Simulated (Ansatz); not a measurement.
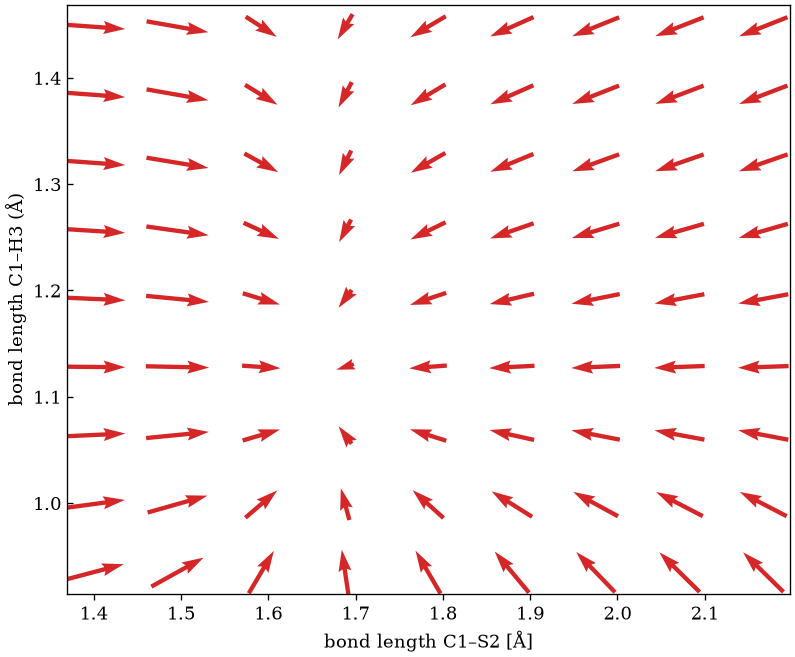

CHS, SMILES [CH-]=S, charge −1. The first coordinate is: bond length C1–S2; the second: bond length C1–H3. Nothing is relaxed (all other coordinates rigid). The grid has 9 × 9 points. Theory: Ansatz, RKS wB97M-V/def2-TZVPD.

Drawn: arrows along the force (downhill), their lengths compressed.

**The arrows alone are given. Where is the energy lowest?**

The arrows converge at about bond length C1–S2 = 1.667 Å, bond length C1–H3 = 1.114 Å (read from the interpolated surface).

The energy map of the same scan:

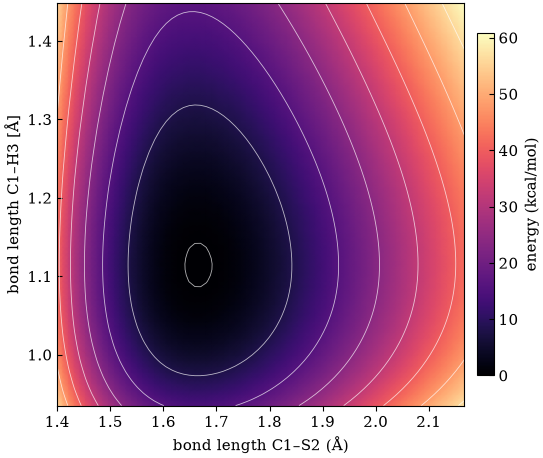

Energies are in kcal/mol, from the lowest grid point; between grid points the surface is interpolated.
